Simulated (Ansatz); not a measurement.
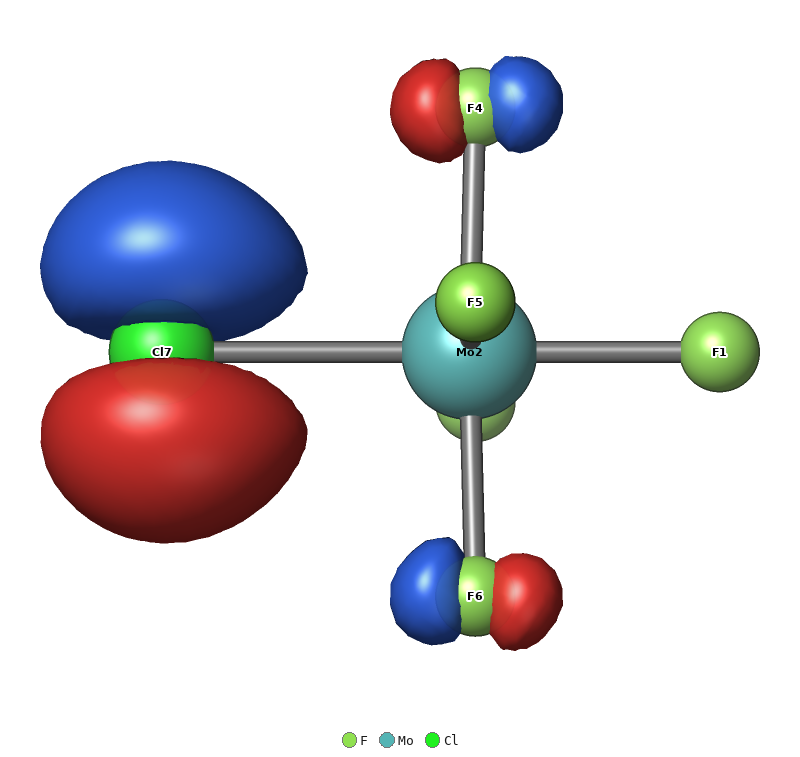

Figure 1: ClF$_{5}$Mo (SMILES [F][Mo]([F])([F])([F])([F])[Cl]). The HOMO at ±0.2 Å⁻³ᐟ² (blue and red are the two phases), seen from one side.

Geometry: PBE0-D4/def2-TZVP; core potentials replace the inner electrons of Mo.

All numbers below come from RKS PBE0-D4/def2-TZVPP (Ansatz).

```xyz
7

F     0.0855   -1.0691    1.5220
Mo    0.0016   -0.0196    0.0279
F    -1.8151   -0.0944    0.1317
F     0.0053   -1.5349   -0.9822
F     1.8223    0.0043   -0.0034
F     0.0021    1.4446    1.1108
Cl   -0.1016    1.2691   -1.8068
```

**Where does this orbital lie, and at what energy?**

By Hirshfeld shares it lies mainly on Cl7 (about 80 %); largely a lone pair of Cl7. It is one of a degenerate set, so its orientation is arbitrary. Its energy is −10.68 eV.
